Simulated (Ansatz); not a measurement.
A series of calculations on BSiH5 and related structures

### Relaxation

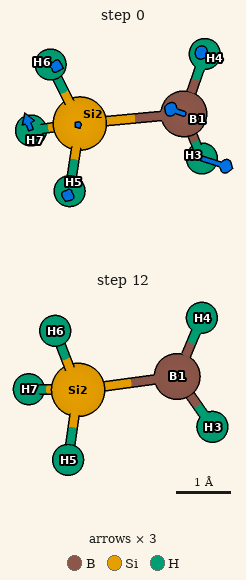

The structure of BSiH₅ before (top) and after (bottom) a relaxation, at one scale. The blue arrows give the displacements, 3 times their true length.

The picture is a ball-and-stick view, seen at a tilt.

It is one of the separated reactants of a reaction.

Method: RKS PBE0-D4/def2-TZVP (Ansatz).

Input
```yaml
crystal:
  periodic: [false, false, false]
  atoms:
    - {symbol: B, position_ang: [-0.774012, 0.181453, -0.268581]}
    - {symbol: Si, position_ang: [0.420529, -1.211577, 0.570459]}
    - {symbol: H, position_ang: [-0.946824, 0.000764, -1.452090]}
    - {symbol: H, position_ang: [-1.775160, 0.465477, 0.334928]}
    - {symbol: H, position_ang: [1.832117, -1.049009, 0.072349]}
    - {symbol: H, position_ang: [0.529433, -1.171627, 2.059636]}
    - {symbol: H, position_ang: [0.010260, -2.596410, 0.197946]}
basis:
  gaussian: {orbitals: def2-TZVP}
hamiltonian: {xc: pbe0, dispersion: d4}
relax: {f_tol: 0.005, max_steps: 200}
```

### What changed between the two?

After 10 accepted moves (12 points after the start) the energy has fallen by 10.0 kcal/mol. The largest force component goes from 2.4 to 0.0045 eV/Å. The line search rejected the trial steps at points 6, 9 of the run. The forces were under the threshold at step 5, but the run went on from there. The atom that moves furthest after the best rigid fit is H3 (0.34 Å). By element the largest moves are H 0.34 Å, B 0.23 Å, Si 0.05 Å. Among the contacts that change: Si2–H5 1.506 → 1.488 Å, B1–H3 1.210 → 1.196 Å, B1–Si2 2.018 → 2.008 Å, B1–H4 1.203 → 1.196 Å. Bond angles that change, for instance: Si2–B1–H3 112.8° → 121.1°, B1–Si2–H7 112.0° → 105.1°, Si2–B1–H4 116.6° → 121.3°.

### Relaxation

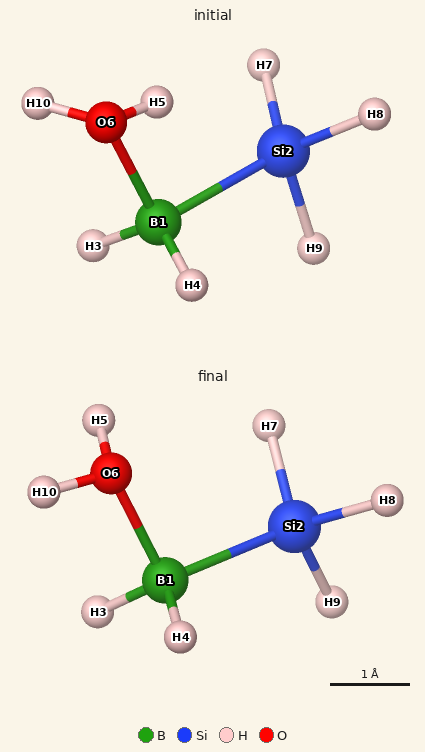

The structure of BSiH$_{7}$O (started from a transition state, displaced along its imaginary mode) before (top) and after (bottom) a relaxation, at one scale.

The picture is a ball-and-stick view, seen at a tilt.

Method: Ansatz 0.2.0, RKS PBE0-D4/def2-TZVP. (force threshold 0.005 eV/Å; at most 200 steps)

Describe what moved and what it gained.

The energy falls by 124.3 kJ/mol in 18 accepted moves (20 points after the start). Largest force component: 7.5 eV/Å at the start, 0.0025 eV/Å at the end. The line search rejected the trial steps at points 8, 11 of the run. H5 moves most after the best rigid fit: 1.00 Å. By element the largest moves are H 1.00 Å, O 0.27 Å, Si 0.23 Å, B 0.09 Å. Among the contacts that change: B1–H5 1.586 → 2.196 Å, H5–O6 0.848 → 0.966 Å, B1–Si2 2.049 → 2.018 Å, B1–O6 1.706 → 1.677 Å. Bond angles that change, for instance: B1–O6–H5 67.4° → 109.4°, B1–Si2–H9 93.3° → 112.0°, B1–Si2–H7 119.7° → 110.1°. Groups turn about B1–O6 by about 60°.

### Reaction

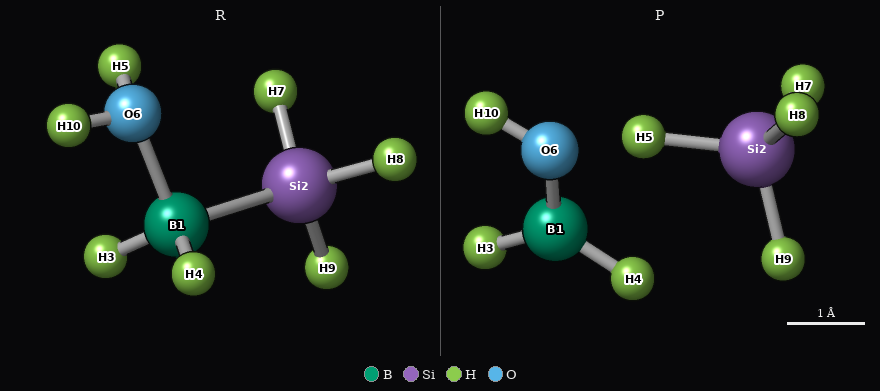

Reactant (R) and product (P) of one elementary step of BSiH₇O. A ball-and-stick model, seen at a tilt.

Stationary points at PBE0-D4/def2-TZVP, single-point energies with CCSD(T)/CBS, B3LYP-D4, SPW92 (LDA) (def2-TZVPP where no basis is named; Ansatz 0.2.0). The energies are electronic, without zero-point or thermal terms, and both ends are the minima reached downhill from the saddle, with any fragments still in contact. CCSD(T)/CBS stands for a frozen-core estimate: MP2 correlation extrapolated from def2-TZVPP and def2-QZVPP, CCSD(T) minus MP2 from the smaller set.

R:
```xyz
10

B    -0.7824    0.1914   -0.2352
Si    0.4219   -1.2027    0.5880
H    -1.0193   -0.0224   -1.4020
H    -1.7450    0.5182    0.4081
H     0.9621    1.4335   -0.7203
O     0.1302    1.5978   -0.2585
H     1.8095   -1.0898    0.0147
H     0.6073   -1.1183    2.0677
H    -0.0377   -2.5884    0.2821
H    -0.3469    2.2807   -0.7448
```

P:
```xyz
10

B    -1.2369    1.0276   -0.5893
Si    1.0596   -1.4094    0.6116
H    -1.2888    0.8320   -1.7734
H    -1.6463    0.2351    0.2097
H     0.9699   -0.6167   -0.6437
O    -0.7259    2.1745   -0.0986
H     2.3586   -2.1304    0.6303
H     0.9777   -0.4989    1.7796
H    -0.0526   -2.3907    0.6532
H    -0.4155    2.7769   -0.7794
```

Q: What is the transition state like, and how high is the barrier?

A: Counted by bonded pieces, R holds SiBH₇O and P holds BH₃O + SiH₄. From R over the saddle to P, a bond forms: Si2–H5 (2.99 → 1.89 → 1.49 Å). Bonds break: B1–Si2 (2.02 → 2.16 → 3.56 Å), H5–O6 (0.97 → 1.24 → 3.31 Å). Bonds that stay but change much: B1–O6 (1.68 → 1.58 → 1.35 Å). The saddle has one imaginary mode, 1350i cm⁻¹. With CCSD(T)/CBS the barrier is 25.8 kcal/mol from R and 50.2 kcal/mol from P, and P lies 24.4 kcal/mol below R.

```tsv
level	barrier from R (kcal/mol)	barrier from P (kcal/mol)	P less R (kcal/mol)
CCSD(T)/CBS	25.8	50.2	−24.4
B3LYP-D4	24.2	50.4	−26.2
SPW92 (LDA)	15.9	29.6	−13.7
```

Against CCSD(T)/CBS, B3LYP-D4 comes closest on the barrier from R (−1.6 kcal/mol) and SPW92 (LDA) misses most (−9.8 kcal/mol).

Saddle geometry:

```xyz
10

B    -0.8164    0.3792   -0.3287
Si    0.6041   -1.0194    0.5124
H    -0.9159   -0.0112   -1.4587
H    -1.7397    0.2444    0.4209
H     0.4173    0.8278    0.1346
O    -0.2007    1.8355   -0.2255
H     1.9011   -1.2262   -0.1929
H     0.8812   -0.9233    1.9714
H    -0.2702   -2.1929    0.2572
H     0.1391    2.0860   -1.0907
```

The saddle point in the same view, with dashed sticks for the bonds that form or break:

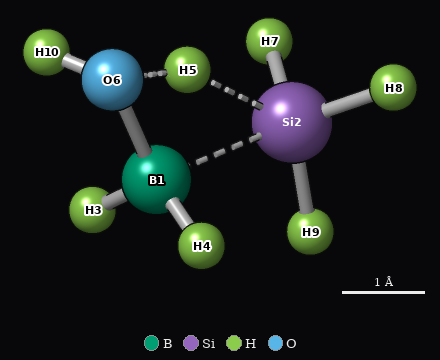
